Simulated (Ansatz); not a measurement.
HNO$_{3}$Ru (RuO3(NH))

The calculation's input:

```
crystal:
  periodic: [false, false, false]
  atoms:
    - {symbol: Ru, position_ang: [0.264539, 0.327607, 0.102456]}
    - {symbol: O, position_ang: [0.110529, 0.296177, 1.768617]}
    - {symbol: O, position_ang: [1.861245, 0.467113, -0.356221]}
    - {symbol: O, position_ang: [-0.648034, 1.607897, -0.470942]}
    - {symbol: N, position_ang: [-0.327457, -1.139096, -0.555895]}
    - {symbol: H, position_ang: [-1.260823, -1.559698, -0.488015]}
basis:
  gaussian: {orbitals: def2-TZVP, initial_orbitals: start.molden}
hamiltonian: {xc: pbe0, dispersion: d4}
scf: {omitted_lower_state_checks: [starts]}
output: {orbitals: {seedname: orbitals}}
```

Launched as:

```sh
ansatz run in.yaml --threads 4 --pin off --events-out ev --progress --plain --max-ram 3916MiB
```

Geometry: PBE0-D4/def2-SVP; core potentials replace the inner electrons of Ru.

The calculation used RKS PBE0-D4/def2-TZVP in Ansatz.

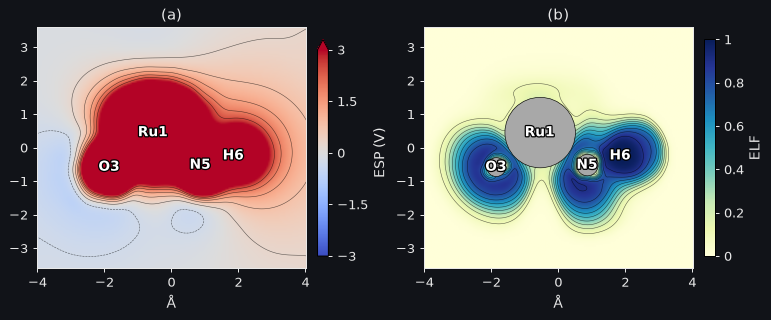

Figure 1. (a) electrostatic potential; (b) electron localisation function on the plane of atoms O3, Ru1 and N5. Grey discs cover the atomic cores in the ELF map.

What do the fields say about this system?

The section cuts through Ru, O, N and H sites. Ru–O (1.67 Å): the ELF peaks at about 0.75 in the valence shell of O, 0.5 Å from its nucleus, and drops to about 0.40 between the two atoms. Ru–N (1.71 Å): the ELF peaks at about 0.75 in the valence shell of N, 0.6 Å from its nucleus, and drops to about 0.40 between the two atoms. N–H (1.03 Å): the ELF climbs to about 1 towards the hydrogen, as it does in any bond to H (an ordinary covalent bond to hydrogen). Outside the dense part of the molecule the potential is most negative (−0.6 V) near O3.

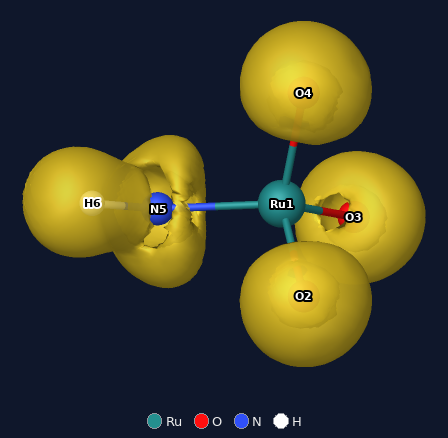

Figure 2. Isosurface of the ELF at 0.75 (yellow), seen from one side. Only the valence region is drawn (cores and ρ < 0.01 e/Å³ removed).

Identify the bonds, lone pairs and shells in this picture.

The surface consists of three regions wrapped around O (the valence shell of each) and one joined region spread over several atoms (H, N), in which their bonds and any lone pairs are merged.

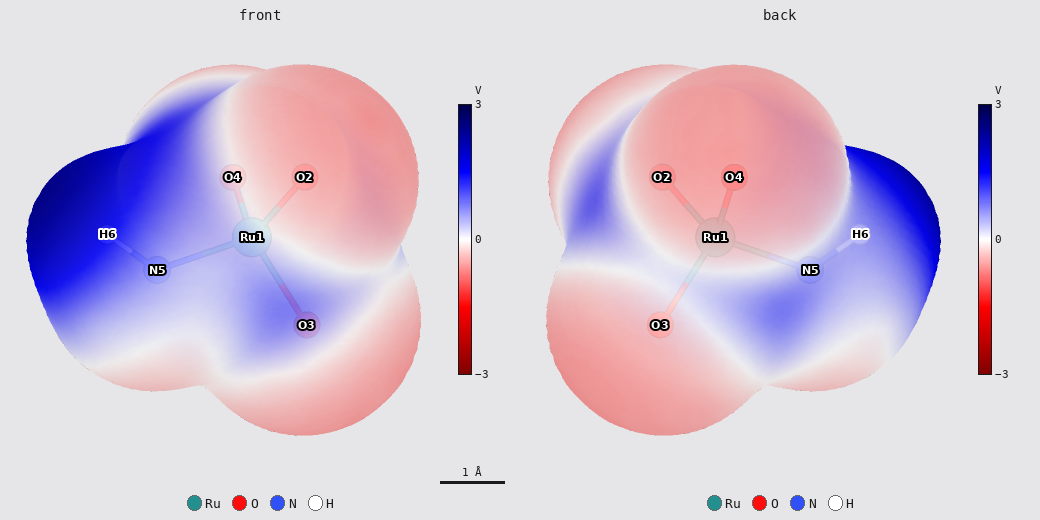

Figure 3. The molecular electrostatic potential painted on the density surface at 0.001 e/bohr³, seen from the front and from behind; the colour scale runs from red (negative) to blue (positive).

Where is the surface potential most negative and most positive?

The most negative region (about −0.6 V, or −14 kcal/mol for a unit charge) lies over O2, O3 and O4, the most positive (about +2.4 V, or +55 kcal/mol for a unit charge) over H6.
